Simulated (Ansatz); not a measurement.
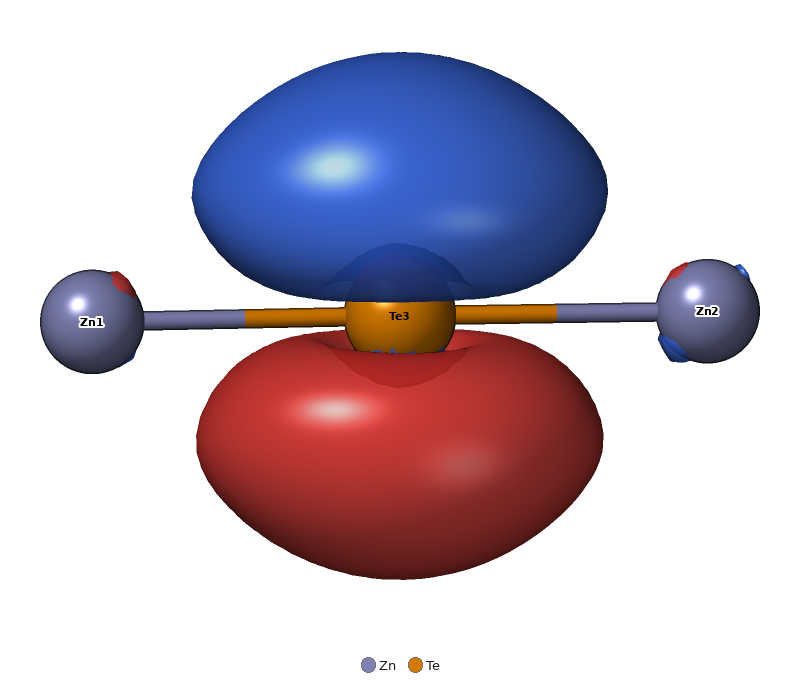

The picture shows: TeZn$_{2}$. The HOMO at ±0.1 Å⁻³ᐟ² (red and blue are the two phases), seen from one side.

Geometry: PBE-D4/def2-TZVP; core potentials replace the inner electrons of Te.

These are results of Ansatz 0.2.0, RKS PBE0-D4/def2-TZVP, not measurements.

```xyz
3

Zn   -2.3251    1.0226   -0.2116
Zn    2.3236   -1.0267    0.2116
Te    0.0014    0.0042   -0.0001
```

Where does this orbital lie, and at what energy?

It lies mainly on Te3 (about 85 %), Zn1 (about 10 %) and Zn2 (about 10 %); it is ungerade (odd under inversion). It is one of a degenerate set, so its orientation is arbitrary. Its energy is −5.97 eV.
